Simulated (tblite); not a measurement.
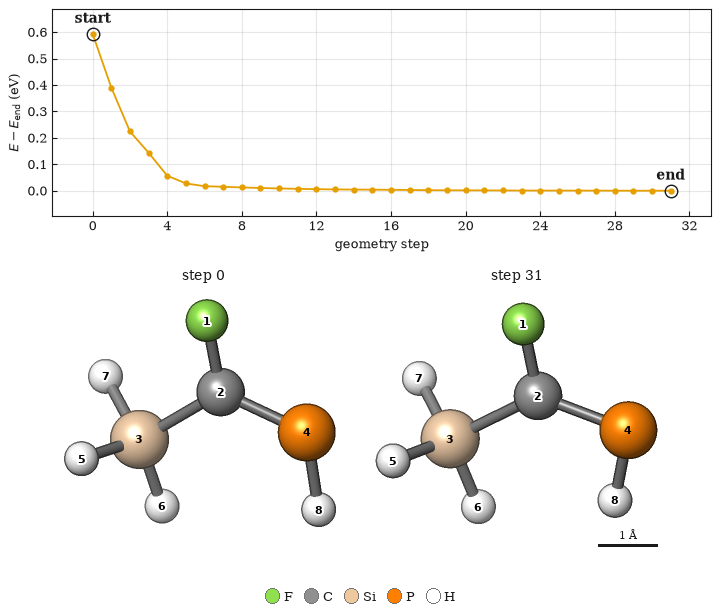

First and last geometry of a relaxation of CH₄FPSi, with the history of the run. The picture is a ball-and-stick view, seen at a tilt.

Method: tblite, GFN2-xTB geometry optimisation, gas phase. 

What do the curves and the structures tell?

It converged. The atom that moves furthest after the best rigid fit is H8 (0.33 Å). By element the largest moves are H 0.33 Å, P 0.17 Å, C 0.10 Å, F 0.08 Å, Si 0.04 Å. Among the contacts that change: C2–Si3 1.843 → 1.900 Å, P4–H8 1.450 → 1.399 Å, Si3–H7 1.503 → 1.461 Å, C2–P4 1.645 → 1.682 Å. Among the angles between lasting bonds that change: C2–P4–H8 117.7° → 94.2°, Si3–C2–P4 123.6° → 132.2°, C2–Si3–H6 114.2° → 106.4°. Over 31 geometry steps the energy falls by 0.593 eV.

| step | E − E(0), eV |
| --- | --- |
| 0 | 0.0000 |
| 1 | -0.2030 |
| 2 | -0.3691 |
| 3 | -0.4496 |
| 4 | -0.5367 |
| 5 | -0.5657 |
| 6 | -0.5761 |
| 7 | -0.5785 |
| 8 | -0.5809 |
| 9 | -0.5829 |
| 10 | -0.5848 |
| 11 | -0.5862 |
| 12 | -0.5874 |
| 13 | -0.5884 |
| 14 | -0.5889 |
| 16 | -0.5899 |
| 17 | -0.5906 |
| 18 | -0.5912 |
| 19 | -0.5917 |
| 20 | -0.5919 |
| 21 | -0.5921 |
| 22 | -0.5924 |
| 23 | -0.5927 |
| 24 | -0.5928 |
| 25 | -0.5928 |
| 27 | -0.5930 |
| 28 | -0.5932 |
| 29 | -0.5933 |
| 30 | -0.5933 |
| 31 | -0.5933 |
